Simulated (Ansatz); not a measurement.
## Phonon calculation of BH3Cl2

System: BH3Cl2.
Method: RKS PBE-D4/def2-SVP (Ansatz 0.2.0).

It belongs to a series of runs on one base structure; here: vibrations at the highest image of the band. Figures and captions count atoms from 1; the log counts them from 0 in places.

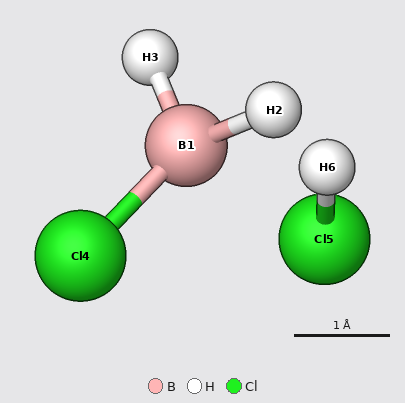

**Figure 1.** The structure (ball-and-stick view, seen at a tilt; atoms are numbered from 1 in the order of the input). Bond lengths as drawn: B–Cl 1.77 Å, B–H 1.21 to 1.29 Å and Cl–H 1.51 Å.

Input file
```yaml
crystal:
  periodic: [false, false, false]
  atoms:
    - { symbol: B, position_ang: [-0.093049, -0.183879, 0.083972] }
    - { symbol: H, position_ang: [-0.106342, 0.235629, 1.307915] }
    - { symbol: H, position_ang: [0.990041, -0.01314, -0.419409] }
    - { symbol: Cl, position_ang: [-1.601528, 0.194522, -0.756483] }
    - { symbol: Cl, position_ang: [-0.045291, -2.241338, 0.730599] }
    - { symbol: H, position_ang: [-0.119032, -0.891595, 1.408106] }
basis:
  gaussian: { orbitals: def2-SVP }
hamiltonian:
  xc: pbe
  dispersion: d4
phonons: {}
```

Command:
```bash
ansatz run input.yaml --threads 1 --pin off --max-ram 2048MiB --backend cpu --events-out ev --progress --plain --runs-dir out
```

Log
```
Engine: ansatz 0.2.0, aarch64-unknown-linux-gnu
Functional definition: PBE
  parameter kappa = 0.804
  parameter beta = 0.06672455060314922
  exchange = pbe_x(kappa = kappa, mu = beta*pi^2/3)
  correlation = pbe_c(beta = beta)
718 factors; their error is unknown
mean field evaluation 1: about -25748.8205 eV, gradient 2.3e1 eV
mean field evaluation 2: about -25746.7005 eV, gradient 3.4e1 eV
mean field evaluation 4: about -25750.5588 eV, gradient 1.1e0 eV
mean field evaluation 8: about -25750.5637 eV, gradient 2.2e-2 eV
mean field evaluation 16: about -25750.5301 eV, gradient 5.9e-5 eV
mean field -25750.53005516 eV, -946.3145251910 hartree, gradient 5.9e-5 eV, S^2 0.000000; 0 other end points of the search recorded, 0 dependent functions left out
the calculation of the forces begins
reference -25750.53008051 eV, -946.3145261227 hartree; 21, 21 occupied and 44, 44 virtual orbitals, 718 factors
these checks for a lower state are left out or cut short: stability, starts, cluster_reference, orbital_swaps, neighbouring_geometries, increment
718 factors; their error is unknown
mean field -25750.52999217 eV, -946.3145228761 hartree, gradient 8.0e-7 eV, S^2 0.000000; 0 other end points of the search recorded, 0 dependent functions left out
[... from here on the field's lines of each further geometry are left out, up to the last ...]
the calculation of the forces begins
reference -25750.53000990 eV, -946.3145235277 hartree; 21, 21 occupied and 44, 44 virtual orbitals, 718 factors
these checks for a lower state are left out or cut short: stability, starts, cluster_reference, orbital_swaps, neighbouring_geometries, increment
718 factors; their error is unknown
mean field -25750.53007252 eV, -946.3145258291 hartree, gradient 2.9e-6 eV, S^2 0.000000; 0 other end points of the search recorded, 0 dependent functions left out
the calculation of the forces begins
reference -25750.53009787 eV, -946.3145267607 hartree; 21, 21 occupied and 44, 44 virtual orbitals, 718 factors
WARN: phonons: modes at or below zero, which the zero-point energy, F, S and C_V leave out: 1, the lowest at -571.86 cm⁻¹. A minimum has none, and a first-order saddle one
Total energy: -25750.64231347 eV, -946.3186506078 hartree
Atom 0 at    -0.093049    -0.183879     0.083972 Å, force     0.015502    -0.026754     0.004141 eV/Å
Atom 1 at    -0.106342     0.235629     1.307915 Å, force    -0.006283     0.000507     0.002917 eV/Å
Atom 2 at     0.990041    -0.013140    -0.419409 Å, force    -0.000742     0.006151    -0.000624 eV/Å
Atom 3 at    -1.601528     0.194522    -0.756483 Å, force    -0.008453     0.000503    -0.004876 eV/Å
Atom 4 at    -0.045291    -2.241338     0.730599 Å, force    -0.009358     0.017622    -0.007952 eV/Å
Atom 5 at    -0.119032    -0.891595     1.408106 Å, force     0.009333     0.001971     0.006394 eV/Å
Dipole moment:     0.094272     0.046483     0.280038 e Å
Vibrations: -571.86 196.63 546.82 684.04 782.01 887.14 923.09 1079.42 1337.32 1566.41 2190.07 2629.81 cm⁻¹, zero-point energy 0.794910 eV
```

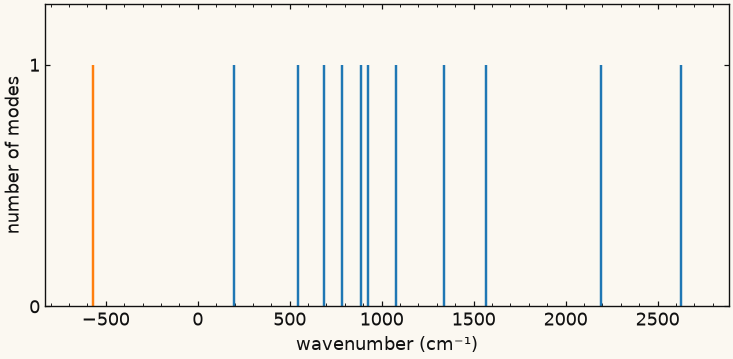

**Figure 2.** Harmonic vibrational wavenumbers from the force constants; neighbouring modes closer than 15 cm⁻¹ are counted in one stick, and imaginary ones are drawn at negative wavenumbers. 12 modes from 572i to 2630 cm⁻¹, 1 imaginary beyond 8i (572i cm⁻¹): a first-order saddle point, if the geometry is stationary.

Summary

```json
{"quantity": "outcome", "value": "converged"}
{"quantity": "total energy", "value": "−25750.6423 eV"}
{"quantity": "mean-field energy", "value": "−25750.5301 eV"}
{"quantity": "largest force (length of the vector)", "value": "0.031 eV/Å"}
{"quantity": "hardware", "value": "1 thread of Arm Neoverse V2, 24 GiB of memory available, shared host"}
{"quantity": "wall time", "value": "25 s"}
{"quantity": "peak memory", "value": "0.094 GiB"}
```
